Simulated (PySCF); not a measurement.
**C$_{4}$H$_{9}$ClSSi (SMILES C/C=C(/Cl)SC[SiH3]): density, localisation and related maps**

```xyz
16

C    -2.7644   -0.6038    0.7945
C    -1.9741   -0.4378   -0.4581
C    -0.7822    0.1506   -0.5145
Cl    0.0482    0.2986   -2.0267
S     0.0098    0.8479    0.9012
C     1.6905    1.2140    0.3129
Si    2.6421   -0.3179   -0.3360
H    -3.1743   -1.6105    0.8482
H    -2.1441   -0.4172    1.6673
H    -3.5979    0.0986    0.8086
H    -2.4180   -0.8100   -1.3700
H     2.1719    1.6265    1.1975
H     1.6114    2.0122   -0.4229
H     3.0883   -0.0371   -1.6982
H     1.7930   -1.5044   -0.2672
H     3.7923   -0.5008    0.5517
```

Geometry: GFN2-xTB.

All numbers below come from B3LYP/def2-SVPD, SCF density, gas phase in PySCF.

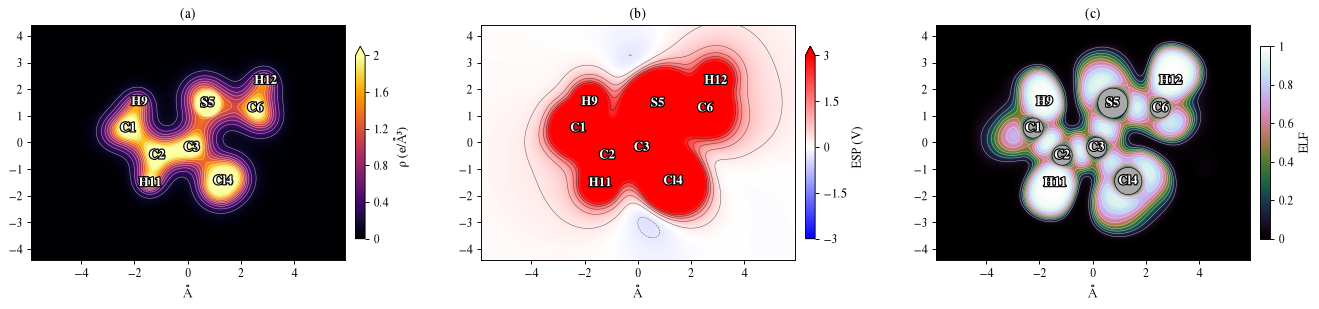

Figure 1. (a) total electron density; (b) electrostatic potential; (c) ELF on the plane of atoms C1, C2 and H11. Grey discs cover the atomic cores in the ELF map.

Read the bonding off the picture.

Answer. Atoms in the plane: C, Cl, S and H.
C–C (1.33 Å): the density is about 2.3 e/Å³ at the midpoint; the ELF peaks at about 0.90 between the atoms; a multiple bond.
C–Cl (1.73 Å): the density is about 1.4 e/Å³ at the midpoint; the ELF peaks at about 0.90 between the atoms; a covalent bond.
C–S (1.77 Å): the density is about 1.3 e/Å³ at the midpoint; the ELF peaks at about 0.95 between the atoms, as expected for a shared electron pair.
C–H (1.08 Å): ρ at the midpoint is about 2 e/Å³; the ELF climbs to about 1 towards the hydrogen, as it does in any bond to H; a covalent bond by its length.
C–C (1.49 Å): ρ at the midpoint is about 1.7 e/Å³; the ELF peaks at about 0.95 between the atoms: a covalent bond.
The ELF also peaks beside Cl4 and S5, away from the bonds: lone-pair regions.
Outside the dense part of the molecule the potential is most negative (−0.3 V) near Cl4.

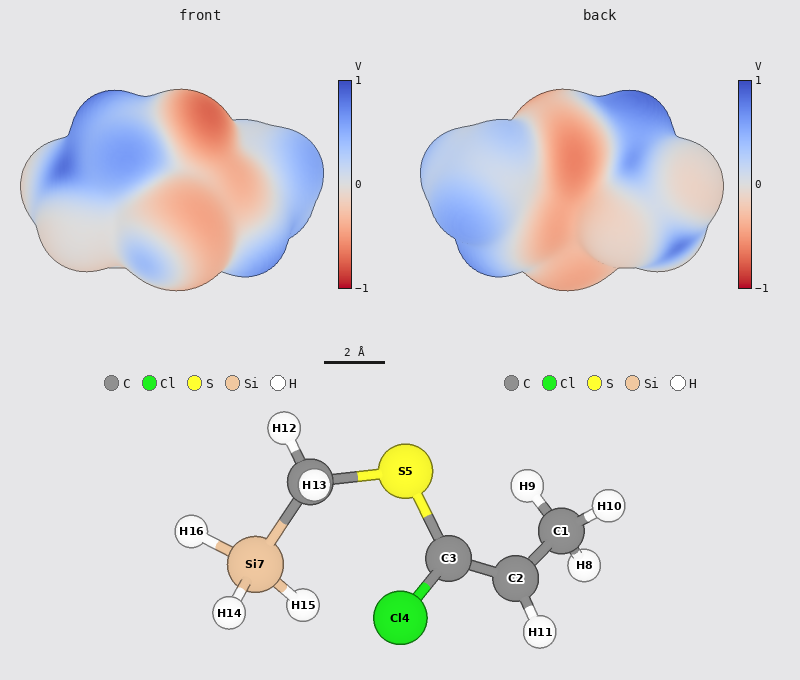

Figure 2. The electrostatic potential painted on the density surface at 0.001 e/bohr³, seen from the front and from behind; red is negative and blue positive. The bare structure is drawn below in the same view.

Describe the electrostatic potential map.

Answer. The most negative region (about −0.7 V) lies over S5, the most positive (about +0.8 V) over Si7 and H12. Cl4 shows a σ-hole: about +0.4 V at the tip opposite its bond, against about −0.3 V on its flanks.

How polar is the molecule by this calculation?

Answer. Its dipole moment is 0.38 D.
